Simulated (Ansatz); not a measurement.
# CaSiS3 in R-3c, a phase reached by a soft mode: a soft mode frozen in, part 3 of 3

Wanted: the energy along a soft mode of CaSiS3 in R-3c, a phase reached by a soft mode and the structure at the end.

Ansatz 0.2.0; DFT LDA, scalar-relativistic, plane waves, PAW; PAW set soft_1.

So far. Step 4 (The mode frozen in, largest atomic shift 0.22 Å): The run ends at a pressure of 0.54 GPa, with forces up to 0.076 eV/Å. Step 5 (Energy along the mode, all amplitudes (two of the runs …): The lowest of the steps tried is at 0.22 Å, 3.14 meV/atom below the parent; the bottom of the well need not coincide with a step.

The structure was built from a prototype and need not be the compound's stable phase.

## (7) The new phase in its own primitive cell

The relaxed structure is symmetrised, reduced to its primitive cell and relaxed tightly, as its phonons need.

input.yaml reads:

```yaml
crystal:
  lattice:
    - [6.1829645665, -2.9351589455, 0.0]
    - [6.1829645665, 2.9351589455, 0.0]
    - [-2.7751943148, 0.0, 5.2108091537]
  atoms:
    - { symbol: Ca, position: [0.7478508846, 0.2969107802, 0.7239917486] }
    - { symbol: Ca, position: [0.2969107802, 0.7478508846, 0.2239917486] }
    - { symbol: Si, position: [0.0274542853, 0.5478970176, 0.5426730402] }
    - { symbol: Si, position: [0.5478970176, 0.0274542853, 0.0426730402] }
    - { symbol: S, position: [0.7487993122, 0.6556146478, 0.1741082509] }
    - { symbol: S, position: [0.1772608589, 0.3388632054, 0.8559061094] }
    - { symbol: S, position: [0.3388632054, 0.1772608589, 0.3559061094] }
    - { symbol: S, position: [0.6556146478, 0.7487993122, 0.6741082509] }
    - { symbol: S, position: [0.1810256426, 0.7781010699, 0.7030985552] }
    - { symbol: S, position: [0.7781010699, 0.1810256426, 0.2030985552] }
kpoints:
  mp_grid: { grid: [6, 6, 6] }
hamiltonian:
  xc: lda
  pseudopotentials: { kind: paw, azcp: { folder: soft_1 }, xc_functional: pbe }
scf:
  occupations: { method: fixed }
output:
  forces: true
  stress: true
  eigenvalues: true
relax:
  adjacent_minimum: "off"
  f_tol: 0.001
  max_steps: 60
  cell: { stress_tol: 0.01 }
```

Started as:

```bash
ansatz run input.yaml --threads 4 --pin off --max-ram 16384MiB --backend cpu --events-out ev --progress --plain --runs-dir out
```

Numbers of over 12 decimals in the logs are rounded to 6 here.

What it wrote:

```text
[...]
Crystal: 10 atoms, lattice volume = 189.131 Å³
Basis set: ecut = 420 eV, 3687 PW (Γ)
Bands: 42, of which v1, the nominal top of the filled ones, is band 32 counted from 1 (31 counted from 0)
Symmetry: 2 space group operations
[...]
k-points: 68 of 216 (time reversal used)
[...]
- { symbol: Si, position: [0.5478970176, 0.027454, 0.0426730402] }
    - { symbol: S, position: [0.7487993122, 0.655615, 0.1741082509] }
    - { symbol: S, position: [0.177261, 0.3388632054, 0.8559061094] }
    - { symbol: S, position: [0.3388632054, 0.177261, 0.355906] }
    - { symbol: S, position: [0.6556146478, 0.748799, 0.6741082509] }
    - { symbol: S, position: [0.1810256426, 0.7781010699, 0.703099] }
    - { symbol: S, position: [0.7781010699, 0.181026, 0.2030985552] }
[key lines of the parts left out:]
SCF converged after 6 iterations
Free energy (F): -9991.252665 eV
Fermi energy:    7.549224 eV
P = ⅓ Tr σ = -0.0013 GPa (-0.013 kbar)
```

Wall time 38 s (4 threads of Arm Neoverse V1, shared host); peak memory 0.72 GiB.

Little changed from the start: no atom moved by 0.005 Å and no cell edge by 0.1 %.

This step gave:

- pressure: -0.001275 GPa
- direct gap on mesh: 1.337 eV

The largest force component left is 0.23 meV/Å and the pressure is -0.001 GPa, within the tolerances set. The cell now holds 18.91 Å³/atom.

## (8) Modes of the new phase

A relaxed structure may still be a saddle point, so its zone-centre modes are computed. The response to a homogeneous field gives the Born charges and the dielectric tensor.

Edit input.yaml of step 7 so:

```diff
@@ -24,9 +24,6 @@
 output:
-  forces: true
-  stress: true
   eigenvalues: true
-relax:
-  adjacent_minimum: "off"
-  f_tol: 0.001
-  max_steps: 60
-  cell: { stress_tol: 0.01 }
+phonons:
+  method: dfpt
+  dielectric: true
+  rigid_motions: translations
```

What it wrote:

```text
[...]
Crystal: 10 atoms, lattice volume = 189.131 Å³
Basis set: ecut = 420 eV, 3687 PW (Γ), exchange–correlation on 96×96×80 points (8 copies of the dense FFT grid, shifted against one another)
Bands: 42, of which v1, the nominal top of the filled ones, is band 32 counted from 1 (31 counted from 0)
Symmetry: 2 space group operations
k-points: 112 of 216 (irreducible under 1 space group operation, time reversal used)
[...]
SCF iter   1: F=—  HF=-9995.235697 eV  |F-HF|=—  |Δ(HF+E_count)|=         —  Δρ=5.49e-2  dr2=1.37e1  ethr=3.10e-3  ⟨swp⟩=8.0  Hψ=25354  notcnv=0  defer=840
[...]
SCF iter  11: F=-9991.252667 eV  HF=-9991.252667 eV  |F-HF|=1.82e-11  |Δ(HF+E_count)|=  8.91e-11  Δρ=1.61e-7  dr2=5.66e-11  ethr=1.00e-12  ⟨swp⟩=24.2  Hψ=45656  notcnv=0
SCF 1 converged in 11 iterations: F = -9991.252667 eV  dr2 = 5.66e-11
[...]
NSCF: frozen V_eff on 3 k-points
[...]
Bands: 33, of which v1, the nominal top of the filled ones, is band 32 counted from 1 (31 counted from 0)
k-points: 144 of 512 (time reversal used)
[...]
Eigensolver: Dense (144 Hₖ)
SCF iter   1: F=—  HF=-9991.176029 eV  |F-HF|=—  |Δ(HF+E_count)|=         —  Δρ=2.22e-4  dr2=3.04e-5  ethr=1.00e-1
[...]
SCF iter   4: F=-9991.176037 eV  HF=-9991.176037 eV  |F-HF|=2.14e-9  |Δ(HF+E_count)|=   1.61e-8  Δρ=1.95e-6  dr2=1.01e-8  ethr=2.07e-10
SCF 1 converged in 4 iterations: F = -9991.176037 eV  dr2 = 1.01e-8
[...]
SCF converged after 11 iterations
Free energy (F): -9991.252667 eV
[...]
Internal energy: -9991.252667 eV  (E = F + TS)
E sigma→0 (E₀):  -9991.252667 eV
Fermi energy:    7.549224 eV
[...]
--- Band table (eV; the first three rows and the last of 112) ---
  k-point 0: bands = [... 28 lower, 6.2707, 6.5530, 7.1886, 7.5492, 8.8913, 9.3389, 10.1685, 10.7322, ... 6 higher]
  k-point 1: bands = [... 28 lower, 6.1778, 6.4047, 7.1296, 7.1357, 8.9391, 9.5604, 10.2758, 10.8118, ... 6 higher]
  k-point 2: bands = [... 28 lower, 6.2051, 6.2654, 6.6009, 7.0838, 8.8052, 9.5719, 10.6531, 10.8172, ... 6 higher]
  k-point 111: bands = [... 28 lower, 5.9059, 5.9059, 6.8207, 6.8207, 9.5246, 9.5246, 10.8918, 10.8918, ... 6 higher]
[...]
ASR residual: 1.829e-4 → 0.000e0 eV/Å²; symmetrization residual: 5.348e-6 eV/Å²
[...]
ε∞ (high-frequency dielectric tensor):
        7.791043    -0.000000    -2.126600
       -0.000000     9.926919     0.000000
       -2.126600     0.000000    10.475066
  ε⁰ (static dielectric tensor: ions relaxed, cell fixed):
       13.836461    -0.000000    -3.866752
       -0.000000    19.814035    -0.000000
       -3.866752    -0.000000    20.093871
  ε⁰ − ε∞ (ionic part):
        6.045418    -0.000000    -1.740152
       -0.000000     9.887116    -0.000000
       -1.740152    -0.000000     9.618805
[...]
Born effective charges Z* (e; rows j = field, columns β = displacement):
    site 0:
         2.47133    0.09821    0.16767
        -0.08079    2.45016    0.06951
         0.35915    0.24740    2.69996
    site 1:
         2.47133   -0.09821    0.16767
         0.08079    2.45016   -0.06951
         0.35915   -0.24740    2.69996
    site 2:
         3.13660   -0.62433   -0.57323
        -0.34720    3.94956   -1.05527
        -0.31726    0.83594    3.67557
    site 3:
         3.13660    0.62433   -0.57323
         0.34720    3.94956    1.05527
        -0.31726   -0.83594    3.67557
    site 4:
        -1.58929   -0.25994    0.39822
        -0.50948   -2.61568    0.24834
         0.00744    0.05989   -2.48164
    site 5:
        -1.74794   -0.08785    0.18421
        -0.36016   -1.93686   -0.25709
         0.12336   -0.03186   -1.99586
    site 6:
        -1.74794    0.08785    0.18421
         0.36016   -1.93686    0.25709
         0.12336    0.03186   -1.99586
    site 7:
        -1.58929    0.25994    0.39822
         0.50948   -2.61568   -0.24834
         0.00744   -0.05989   -2.48164
    site 8:
        -2.27070   -0.05282   -0.17688
        -0.18019   -1.84718    0.05127
        -0.17268   -0.07198   -1.89802
    site 9:
        -2.27070    0.05282   -0.17688
         0.18019   -1.84718   -0.05127
        -0.17268    0.07198   -1.89802
  Z* charge neutrality: 4.008e-2 e pre-enforcement
[...]
optical modes at Γ without the LO–TO term, one row a degenerate level:
      ω (cm⁻¹)  modes    IR ((D/Å)²/amu)
        104.38      1             1.4481
[...]
optical modes at Γ + LO–TO along q̂ = [1.0000, 0.0000, 0.0000]:
      ω (cm⁻¹)  modes    IR ((D/Å)²/amu)
[...]
optical modes at Γ + LO–TO along q̂ = [0.0000, 1.0000, 0.0000]:
      ω (cm⁻¹)  modes    IR ((D/Å)²/amu)
[...]
optical modes at Γ + LO–TO along q̂ = [0.0000, 0.0000, 1.0000]:
      ω (cm⁻¹)  modes    IR ((D/Å)²/amu)
[...]
242.22      1             5.6456
        268.46      1            10.6141
        281.62      1             9.5761
        317.00      1             3.3387
        324.88      1             6.3623
        369.21      1             1.9213
        393.03      1            16.3711
        408.34      1             1.7539
        409.31      1            30.6042
        417.58      1             2.0049
        511.57      1             0.0374
        524.52      1            23.9951
```

Run time: 11 min. Hardware: 4 threads; peak memory 3.6 GiB; 43 min of CPU time.

This step gave:

| Property | Result |
| --- | --- |
| sum-rule residual before enforcement | 1.83e-4 eV/Å² |
| miss of the charge sum rule | 0.04008 e |
| estimated error of the dielectric tensor | 0.04468 |
| estimated error of the Born charges | 0.03646 e |
| point group | m |
| highest optical mode at the zone centre (no LO-TO term) | 517.1 cm⁻¹ |
| lowest optical zone-centre mode | 104.4 cm⁻¹ |
| mean high-frequency dielectric constant | 9.398 |
| largest Born charge (third of the trace) | 3.587 e |
| mean static dielectric constant | 17.91 |
| top of the zone-centre spectrum with the field | 544.5 cm⁻¹ |

Patterns of degenerate modes are one choice out of their space. Modes at Γ, with each element's share of the kinetic energy:

```tsv
mode	frequency (cm⁻¹)	symmetry	Ca %	Si %	S %
1	0.0	acoustic	24	17	59
2	0.0	acoustic	24	17	59
3	0.0	acoustic	24	17	59
4	104.4	A''	37	5	58
5	116.5	A'	31	5	64
6	132.8	A''	63	6	30
7	139.9	A'	71	2	27
8	145.3	A''	45	2	53
9	146.2	A'	31	14	55
10	162.1	A''	64	10	27
11	166.1	A'	23	5	73
12	183.7	A'	34	3	63
13	184.2	A''	17	24	59
14	192.2	A''	13	0	87
15	197.9	A''	3	22	75
16	203.6	A'	33	28	40
17	219.8	A''	17	17	66
18	220.2	A'	4	12	85
19	231.9	A'	7	4	89
20	268.5	A''	11	19	70
21	269.1	A'	14	13	73
22	315.6	A'	4	11	85
23	317.0	A''	6	2	92
24	369.2	A''	0	29	71
25	383.1	A'	0	41	59
26	393.0	A''	0	41	58
27	408.3	A''	1	44	56
28	417.1	A'	0	67	33
29	511.6	A''	0	61	39
30	517.1	A'	0	61	39
```

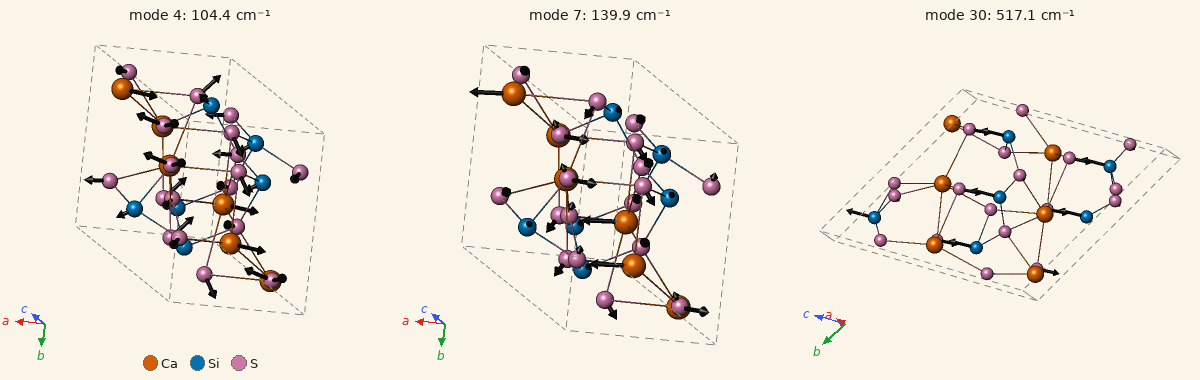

Displacement patterns of modes 4, 7 and 30 at Γ; arrows are exaggerated.

Optical modes at the zone centre, without and with the macroscopic field of the longitudinal modes; each column is sorted by frequency, so a row need not hold one and the same mode. Modes with and without the field, by row:

```tsv
rank among optical modes	no field (cm⁻¹)	q along (1, 0, 0) (cm⁻¹)	q along (0, 1, 0) (cm⁻¹)	q along (0, 0, 1) (cm⁻¹)
1	104.4	104.4	108.1	104.4
2	116.5	116.6	116.5	119.2
3	132.8	132.8	133.1	132.8
4	139.9	141.4	139.9	140
5	145.3	145.3	145.7	145.3
6	146.2	147	146.2	146.2
7	162.1	162.1	162.4	162.1
8	166.1	167.5	166.1	166.1
9	183.7	184.2	183.7	184.2
10	184.2	185.6	184.2	192.2
11	192.2	192.2	192.3	192.3
12	197.9	197.9	198.1	197.9
13	203.6	215.7	203.6	207.1
14	219.8	219.8	220.2	219.8
15	220.2	229	231.9	229.1
16	231.9	241.5	241.8	242.2
17	268.5	268.5	269.1	268.5
18	269.1	276.5	291.3	281.6
19	315.6	317	315.6	317
20	317	319	325.2	324.9
21	369.2	369.2	371	369.2
22	383.1	391.6	383.1	393
23	393	393	406.3	408.3
24	408.3	408.3	417.1	409.3
25	417.1	418.4	434	417.6
26	511.6	511.6	511.6	511.6
27	517.1	544.5	517.1	524.5
```

Born charge (rows field, columns displacement) (e), principal values of the symmetric part by kind of site:

```tsv
atom	atoms with these values	low	middle	high	mean
Ca1	2	2.26	2.45	2.91	2.54
Si3	2	2.70	3.86	4.20	3.59
S5	2	-2.86	-2.38	-1.44	-2.23
S6	2	-2.12	-2.05	-1.51	-1.89
S9	2	-2.36	-1.86	-1.79	-2.01
```

In full for Ca1:

```
 2.47  0.10  0.17
-0.08  2.45  0.07
 0.36  0.25  2.70
```

High-frequency dielectric tensor:

```
 7.79  0.00 -2.13
 0.00  9.93  0.00
-2.13  0.00 10.48
```

Static dielectric tensor (ions relaxed, fixed cell):

```
13.84  0.00 -3.87
 0.00 19.81  0.00
-3.87  0.00 20.09
```

Transverse modes. Infrared lines, with heights relative to the strongest:

```tsv
position (cm⁻¹)	lines merged	relative intensity
104	1	5.0
116	1	4.5
133	1	0.6
140	1	2.9
145	1	0.8
146	1	1.1
162	1	0.7
166	1	3.1
184	2	35
192	1	0.3
198	1	0.7
204	1	41
220	2	100
232	1	7.9
268	1	37
269	1	26
316	1	21
317	1	12
369	1	6.7
383	1	65
393	1	57
408	1	6.1
417	1	2.5
512	1	0.1
517	1	76
```

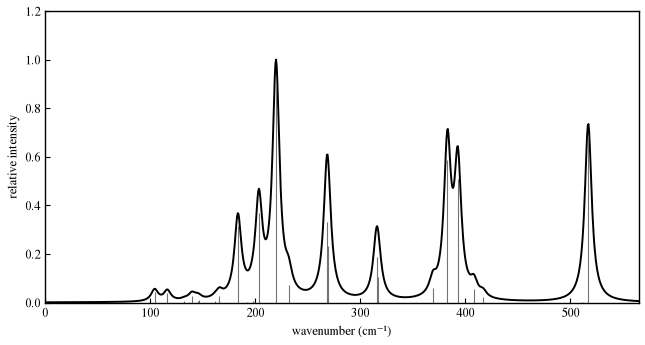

The infrared spectrum, broadened with Lorentzians of width 8 cm⁻¹; bars mark the lines.

Before it was imposed, the acoustic sum rule was missed by 1.8e-4 eV/Å² and the charge sum rule by 0.040 e. The charge miss is large and points to the mesh or the basis. The lowest optical mode is real, 104 cm⁻¹.

The log warns of the k mesh: “the force constants stand on the 6×6×6 k-mesh, whose period is 11.41 times the interband length at k = (0.0000, 0.0000, 0.0000), direct gap 1.342 eV, under 14: take them and everything formed from them as unconverged”.

## (9) Outcome

```json
{
  "unstable mode of the parent": "q = (0, 0, 0), 77i cm⁻¹",
  "depth at the lowest point sampled": "3.14 meV/atom",
  "largest atomic shift at that point": "0.22 Å",
  "space group reached (within 0.01 Å)": "Cc",
  "energy gained over the parent (first relaxation, on the mesh of the frozen mode)": "97.2 meV/atom",
  "volume per atom, phase reached": "18.9 Å³",
  "gap on the k-mesh, phase reached": "1.22 eV",
  "lowest optical zone-centre mode, phase reached": "104 cm⁻¹",
  "highest optical mode at the zone centre (no LO-TO term), phase reached": "517 cm⁻¹"
}
```

Along this mode the structure falls into Cc, 97.2 meV/atom below the parent. At the parent's cell the well is 3.137 meV/atom deep on the steps tried, with its lowest point at a shift of 0.22 Å. Relaxing atoms and cell changes the gain by +94.08 meV/atom against the lowest step (energies at zero smearing). Most of the total comes from this relaxation. The new phase has no imaginary mode at the zone centre of its cell; other wavevectors were not checked. Of the 2 patterns followed to their end from this parent, this one reaches the lowest energy. Each path keeps the symmetry of its pattern, so a lower phase may lie along a pattern not tried. With the field response the log warns that the k mesh is coarse for the force constants too, so the frequencies may not be converged. The PAW files were made for PBE and serve the other functionals too. The starting cell was built on a prototype and not taken from a measurement, so the phase need not exist.

[Logs are printed without paths, hosts, clocks, repeated set-up lines and the standing remarks that a program may print on its own settings, such as how far it seeks lower states.]

[Hosts, paths, dates, database ids (printed as entryN), source tags and the programs' standing remarks are cut or masked in the printed files.]
